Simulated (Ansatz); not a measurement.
# CH4BF: two geometries relaxed

Aim: relax the geometries before and after the reaction (reductive elimination), and see whether they are two minima and how far apart in energy. Meant to form: F2–H3; to break: B1–F2, B1–H3. The start is a guess near the saddle point, from which both ends are pulled out.

Program: Ansatz 0.2.0. Level of theory: RKS LDA/def2-SVP. These are calculated values, not measurements.

**1. The structure to begin with**

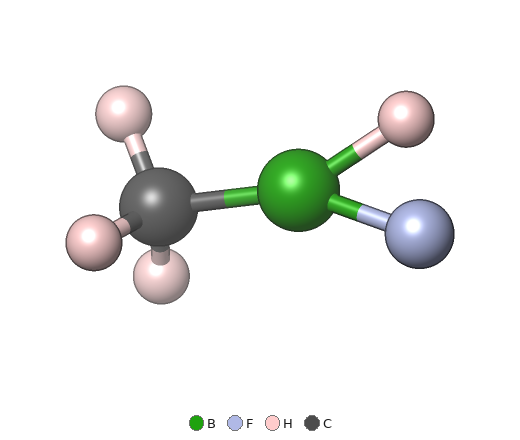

The starting structure, seen from a chosen angle (boron green, fluorine light blue, hydrogen pink, carbon dark grey).

Structure file:

```xyz
7

B     0.0000    0.0000    0.0000
F     0.8785    0.0000    1.2404
H     1.3883    0.0000    0.0683
C    -1.3856    0.0000   -0.8000
H    -1.9458   -0.9305   -0.5708
H    -1.9898    0.8797   -0.4946
H    -1.1839    0.0508   -1.8903
```

**2. A restrained relaxation towards end A**

Springs on the bonds that form and break draw the guess towards this end; the thresholds are loose.

Input file input.yaml:

```yaml
crystal:
  periodic: [false, false, false]
  atoms:
    - { symbol: B, position_ang: [0.0, 0.0, 0.0] }
    - { symbol: F, position_ang: [0.8785, 0.0, 1.2404] }
    - { symbol: H, position_ang: [1.3883, 0.0, 0.0683] }
    - { symbol: C, position_ang: [-1.3856, 0.0, -0.8] }
    - { symbol: H, position_ang: [-1.9458, -0.9305, -0.5708] }
    - { symbol: H, position_ang: [-1.9898, 0.8797, -0.4946] }
    - { symbol: H, position_ang: [-1.1839, 0.0508, -1.8903] }
basis:
  gaussian: { orbitals: def2-SVP }
hamiltonian:
  xc: lda
relax:
  f_tol: 0.15
  max_steps: 25
  restrain:
    - { distance: [1, 2], at: 2.12, k: 30.0 }
    - { distance: [0, 1], at: 1.32, k: 30.0 }
    - { distance: [0, 2], at: 1.19, k: 30.0 }
output:
  orbitals: {}
```

The run is started by

```bash
> ansatz run input.yaml --threads 1 --pin off --max-ram 2048MiB --backend cpu --events-out ev --progress --plain --runs-dir out
```

Output, shortened:

```text
Warning: RAYON_NUM_THREADS=1 ignored (pool sized by the plan → 1); use --threads N
[...]
Functional definition: SPW92
[...]
692 factors; their error is unknown
[...]
mean field -4452.90520823 eV, -163.6412481148 hartree, gradient 1.4e-5 eV, S^2 0.000000; 0 other end points of the search recorded, 0 dependent functions left out
[...]
reference -4452.90523590 eV, -163.6412491316 hartree; 12, 12 occupied and 50, 50 virtual orbitals, 692 factors
relax step   1: F+E_penalty+E_count = -4452.90520823 eV  Δ(F+E_penalty+E_count) = +0.000e0 eV  max|allowed force component| = 5.185e0 eV/Å  E_restraint = 11.82999110 eV  max|allowed force component, restraints' pulls added| = 2.864e1 eV/Å  Δτ_max = 0.0000 Å  (26 SCF iters, accepted)
[...]
relax step   3: F+E_penalty+E_count = -4456.49802232 eV  Δ(F+E_penalty+E_count) = -1.342e0 eV  max|allowed force component| = 2.678e0 eV/Å  E_restraint = 0.74382993 eV  max|allowed force component, restraints' pulls added| = 5.797e0 eV/Å  Δτ_max = 0.1949 Å  (33 SCF iters, accepted)
[...]
relax step   5: F+E_penalty+E_count = -4457.45648454 eV  Δ(F+E_penalty+E_count) = -1.601e-1 eV  max|allowed force component| = 7.648e-1 eV/Å  E_restraint = 0.00429421 eV  max|allowed force component, restraints' pulls added| = 7.658e-1 eV/Å  Δτ_max = 0.2000 Å  (26 SCF iters, accepted)
[...]
relax step  10: F+E_penalty+E_count = -4457.54387912 eV  Δ(F+E_penalty+E_count) = -1.631e-3 eV  max|allowed force component| = 4.316e-1 eV/Å  E_restraint = 0.00332796 eV  max|allowed force component, restraints' pulls added| = 6.514e-2 eV/Å  Δτ_max = 0.0117 Å  (27 SCF iters, accepted)
  distance F 1 - H 2 = 2.1256 Å
  distance B 0 - F 1 = 1.3197 Å
  distance B 0 - H 2 = 1.2038 Å
692 factors; their error is unknown
[...]
mean field -4457.54387912 eV, -163.8117161260 hartree, gradient 1.1e-5 eV, S^2 0.000000; 1 other end points of the search recorded, 0 dependent functions left out
[...]
reference -4457.54390608 eV, -163.8117171167 hartree; 12, 12 occupied and 50, 50 virtual orbitals, 692 factors
Total energy: -4457.54390608 eV, -163.8117171167 hartree
Atom 0 at     0.167668     0.000246     0.032237 Å, force    -0.367663     0.076799     0.117030 eV/Å
Atom 1 at     0.223606     0.252339     1.326440 Å, force    -0.072390     0.057603     0.168069 eV/Å
Atom 2 at     1.225217    -0.275184    -0.472616 Å, force     0.431561    -0.148817    -0.290506 eV/Å
Atom 3 at    -1.192899     0.033964    -0.701929 Å, force    -0.008309     0.041798     0.005633 eV/Å
Atom 4 at    -1.652017    -0.977517    -0.589147 Å, force     0.020824    -0.031026    -0.002652 eV/Å
Atom 5 at    -1.910280     0.751461    -0.250307 Å, force     0.000267    -0.000882     0.008533 eV/Å
Atom 6 at    -1.099594     0.214692    -1.791677 Å, force    -0.004290     0.004527    -0.006108 eV/Å
Dipole moment:    -0.175020    -0.038802    -0.180528 e Å
```

It took 8.2 s on 1 thread of Arm Neoverse V2, shared host; peak memory 0.12 GiB.

Step by step:

```csv
step,energy from step 1 (eV),largest force component (eV/Å)
1,0.0000,5.1853
2,-2.2506,4.1948
3,-3.5928,2.6775
4,-4.3912,1.1213
5,-4.5513,0.7648
6,-4.6192,0.6040
7,-4.6242,0.5872
8,-4.6370,0.4567
9x,-4.6266,1.0535
10,-4.6387,0.4316
```

Step 1 is the start. 1 step was tried and not accepted (marked x). Energies and forces in the table leave out the springs, which the log lists apart; the run stops on the force with the springs' pull added.

After: Bond lengths: B1–F2 1.320 Å, B1–H3 1.204 Å, B1–C4 1.546 Å, C4–H5 1.117 Å, C4–H6 1.111 Å, C4–H7 1.109 Å. Angles: F2–B1–H3 114.7°, F2–B1–C4 119.9°, H3–B1–C4 125.4°, B1–C4–H5 107.1°, B1–C4–H6 112.9°, B1–C4–H7 113.3°, H5–C4–H6 106.2°, H5–C4–H7 106.4°, H6–C4–H7 110.4°.

Pairs that crossed the distance rule for bonds on the way: came closer B1–H3.

**3. End point A**

It starts where the restrained run ended.

Input file input.yaml:

```yaml
crystal:
  periodic: [false, false, false]
  atoms:
    - { symbol: B, position_ang: [0.167668, 0.000246, 0.032237] }
    - { symbol: F, position_ang: [0.223606, 0.252339, 1.32644] }
    - { symbol: H, position_ang: [1.225217, -0.275184, -0.472616] }
    - { symbol: C, position_ang: [-1.192899, 0.033964, -0.701929] }
    - { symbol: H, position_ang: [-1.652017, -0.977517, -0.589147] }
    - { symbol: H, position_ang: [-1.91028, 0.751461, -0.250307] }
    - { symbol: H, position_ang: [-1.099594, 0.214692, -1.791677] }
basis:
  gaussian: { orbitals: def2-SVP }
hamiltonian:
  xc: lda
relax:
  f_tol: 0.03
  max_steps: 50
```

The run is started by

```bash
> ansatz run input.yaml --threads 1 --pin off --max-ram 2048MiB --backend cpu --events-out ev --progress --plain --runs-dir out
```

Output, shortened:

```text
Warning: RAYON_NUM_THREADS=1 ignored (pool sized by the plan → 1); use --threads N
[...]
[... 1 set-up line as earlier in the session ...]
[...]
692 factors; their error is unknown
[...]
mean field -4457.54387062 eV, -163.8117158137 hartree, gradient 4.7e-5 eV, S^2 0.000000; 0 other end points of the search recorded, 0 dependent functions left out
[...]
reference -4457.54389755 eV, -163.8117168031 hartree; 12, 12 occupied and 50, 50 virtual orbitals, 692 factors
relax step   1: F+E_penalty+E_count = -4457.54387062 eV  Δ(F+E_penalty+E_count) = +0.000e0 eV  max|allowed force component| = 4.315e-1 eV/Å  Δτ_max = 0.0000 Å  (24 SCF iters, accepted)
[...]
relax step   3: F+E_penalty+E_count = -4457.55289664 eV  Δ(F+E_penalty+E_count) = -1.698e-3 eV  max|allowed force component| = 3.486e-2 eV/Å  Δτ_max = 0.0237 Å  (26 SCF iters, accepted)
[...]
mean field -4457.56059951 eV, -163.8123305888 hartree, gradient 1.0e-5 eV, S^2 0.000000; 1 other end points of the search recorded, 0 dependent functions left out
[...]
reference -4457.56062621 eV, -163.8123315701 hartree; 12, 12 occupied and 50, 50 virtual orbitals, 692 factors
Total energy: -4457.56062621 eV, -163.8123315701 hartree
Atom 0 at     0.155446    -0.008032     0.053227 Å, force    -0.009867     0.005813     0.011495 eV/Å
Atom 1 at     0.299549     0.547106     1.243998 Å, force     0.003317    -0.000754    -0.006227 eV/Å
Atom 2 at     1.157117    -0.544228    -0.410409 Å, force     0.000907    -0.002016    -0.000828 eV/Å
Atom 3 at    -1.208777     0.022419    -0.671944 Å, force    -0.005926    -0.003346    -0.010006 eV/Å
Atom 4 at    -1.563117    -1.026751    -0.801063 Å, force     0.001752    -0.007397     0.002345 eV/Å
Atom 5 at    -1.994551     0.605955    -0.150916 Å, force     0.002984     0.001725     0.011233 eV/Å
Atom 6 at    -1.083965     0.403532    -1.709893 Å, force     0.006833     0.005976    -0.008011 eV/Å
Dipole moment:    -0.171810    -0.055126    -0.192606 e Å
```

Run time: 8.8 s. Hardware: 1 thread of Arm Neoverse V2, shared host; peak memory 0.12 GiB.

The steps of the relaxation:

```csv
step,energy from step 1 (eV),largest force component (eV/Å)
1,0.0000,0.4315
2,-0.0073,0.1145
3,-0.0090,0.0349
4x,-0.0075,0.2066
5,-0.0110,0.0372
6,-0.0132,0.1629
7,-0.0138,0.0976
8,-0.0158,0.0105
9,-0.0160,0.1836
10,-0.0165,0.0406
11,-0.0167,0.0115
```

Step 1 is the start. 1 step was tried and not accepted (marked x).

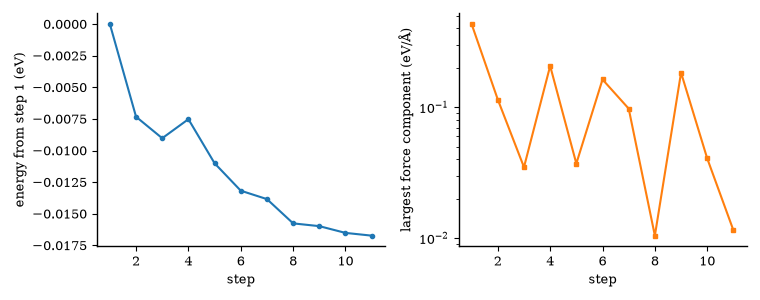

How energy and force went from step to step.

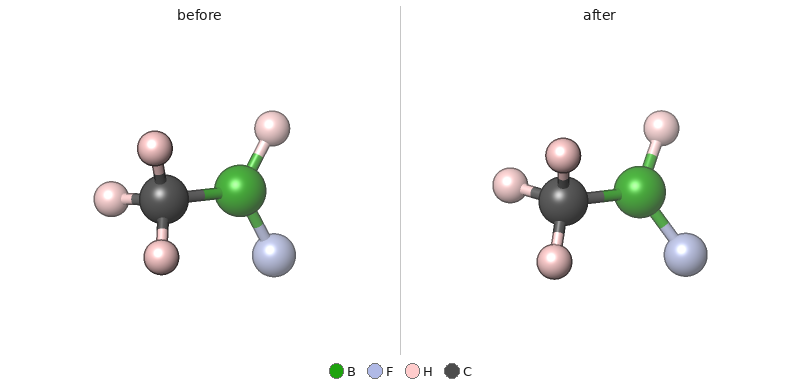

The structure before (left) and after (right), drawn at the same scale.

After: Bond lengths: B1–F2 1.322 Å, B1–H3 1.227 Å, B1–C4 1.545 Å, C4–H5 1.115 Å, C4–H6 1.109 Å, C4–H7 1.113 Å. Angles: F2–B1–H3 115.8°, F2–B1–C4 120.7°, H3–B1–C4 123.5°, B1–C4–H5 108.4°, B1–C4–H6 114.6°, B1–C4–H7 110.2°, H5–C4–H6 108.9°, H5–C4–H7 104.5°, H6–C4–H7 109.7°.

[end of part 1 of 2]
